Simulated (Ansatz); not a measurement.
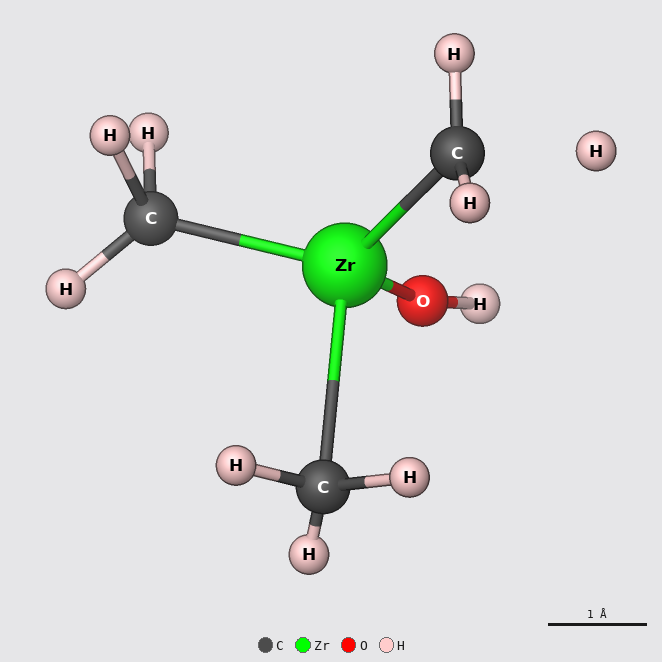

The structure as it stands in the input.

The calculation was set up as follows.

```yaml
crystal:
  periodic: [false, false, false]
  atoms:
    - {symbol: C, position_ang: [-1.942462, 0.516521, 0.640136]}
    - {symbol: Zr, position_ang: [-0.056262, 0.523259, -0.165571]}
    - {symbol: C, position_ang: [1.623799, 0.143383, 1.274732]}
    - {symbol: C, position_ang: [-0.109796, -1.769414, -1.376092]}
    - {symbol: O, position_ang: [0.246635, 1.588843, -1.347986]}
    - {symbol: H, position_ang: [-1.978548, 0.164098, 1.904254]}
    - {symbol: H, position_ang: [-2.156237, 1.720758, 0.924031]}
    - {symbol: H, position_ang: [-2.874845, 0.036235, 0.198504]}
    - {symbol: H, position_ang: [1.662247, 0.782185, 2.078978]}
    - {symbol: H, position_ang: [1.955895, -0.802514, 1.249867]}
    - {symbol: H, position_ang: [2.902583, 0.632183, 0.828277]}
    - {symbol: H, position_ang: [-0.740020, -2.340568, -0.657621]}
    - {symbol: H, position_ang: [1.003318, -2.232027, -1.082059]}
    - {symbol: H, position_ang: [-0.414133, -1.917327, -2.077671]}
    - {symbol: H, position_ang: [0.508939, 2.462341, -1.993909]}
basis:
  gaussian: {orbitals: def2-mTZVPP}
total_charge: -1
magnetization: {spin_polarized: false, initial_magnetization: 1}
hamiltonian: {xc: {name: HF}}
correlation: {method: bccd_t}
```

Command:

```sh
ansatz run in.yaml --threads 2 --pin off --events-out ev --progress --plain --max-ram 32768MiB --backend cuda --devices 0, --max-vram 18GiB
```

Result:

```
Functional definition: HF
  name "HF"
  cite "Fock, Z. Phys. 61, 126 (1930) doi:10.1007/BF01340294"
  parent pbe
  exchange = exact_x
  correlation = 0
1616 factors; integrals over basis functions are off by at most 1.1e-3 eV
mean field evaluation 1: about -6539.5644 eV, gradient 4.2e1 eV
mean field evaluation 2: about -6539.5709 eV, gradient 4.2e1 eV
mean field evaluation 4: about -6544.7484 eV, gradient 4.8e0 eV
mean field evaluation 8: about -6544.8935 eV, gradient 2.7e-1 eV
mean field evaluation 16: about -6544.8980 eV, gradient 9.7e-6 eV
mean field evaluation 32: about -6544.8932 eV, gradient 3.0e-1 eV
mean field evaluation 64: about -6544.8771 eV, gradient 5.7e-1 eV
mean field evaluation 96: about -6543.4626 eV, gradient 3.2e0 eV
mean field evaluation 128: about -6544.1776 eV, gradient 5.0e-3 eV
mean field evaluation 160: about -6543.4106 eV, gradient 4.3e0 eV
mean field evaluation 192: about -6543.7501 eV, gradient 1.2e-3 eV
mean field evaluation 224: about -6543.0821 eV, gradient 8.6e0 eV
mean field -6544.89795719 eV, -240.5205636357 hartree, gradient 9.7e-6 eV, S^2 0.750000; 13 other end points of the search recorded, 0 dependent functions left out
mean field evaluation 256: about -6544.9050 eV, gradient 2.1e-3 eV
mean field evaluation 288: about -6543.9857 eV, gradient 3.5e0 eV
determinant -6544.89795719 eV, -240.5205636357 hartree, with singles and doubles -6572.63628073 eV, -241.5399282240 hartree
determinant -6544.17758962 eV, -240.4940906156 hartree, with singles and doubles -6572.09695272 eV, -241.5201082853 hartree
determinant -6543.75012826 eV, -240.4783817003 hartree, with singles and doubles -6571.52047851 eV, -241.4989232487 hartree
determinant -6544.89795719 eV, -240.5205636357 hartree, with singles and doubles -6572.63790376 eV, -241.5399878694 hartree
determinant -6544.17758962 eV, -240.4940906156 hartree, with singles and doubles -6572.09779706 eV, -241.5201393142 hartree
4 core orbitals not correlated: weight in the atoms' cores, before any rotation towards them, 1.000 or more for the frozen orbitals, at most 0.000 for the correlated occupied ones
reference -6544.89795719 eV, -240.5205636357 hartree; 21, 20 occupied and 139, 140 virtual orbitals, 1616 factors
second order -26.50488683 eV of doubles, -0.00423099 eV of singles
cycle   1  -27.65016047 eV  change    9.0e-2 eV  update   2.0e-2
cycle   2  -27.66694809 eV  change   -1.7e-2 eV  update   7.0e-3
cycle   3  -27.67037920 eV  change   -3.4e-3 eV  update   2.4e-3
cycle   4  -27.66762815 eV  change    2.8e-3 eV  update   1.0e-3
cycle   5  -27.66769140 eV  change   -6.3e-5 eV  update   7.8e-4
cycle   6  -27.66797421 eV  change   -2.8e-4 eV  update   6.0e-4
cycle   7  -27.66784920 eV  change    1.3e-4 eV  update   4.9e-4
cycle   8  -27.66794131 eV  change   -9.2e-5 eV  update   3.3e-4
cycle   9  -27.66806503 eV  change   -1.2e-4 eV  update   1.8e-4
cycle  10  -27.66802704 eV  change    3.8e-5 eV  update   1.0e-4
cycle  11  -27.66806456 eV  change   -3.8e-5 eV  update   5.9e-5
cycle  12  -27.66807387 eV  change   -9.3e-6 eV  update   3.0e-5
perturbative correction -1.15065507 eV, -0.0422857938 hartree
Total energy: -6573.71668614 eV, -241.5796323903 hartree
```

Self-consistency was reached.
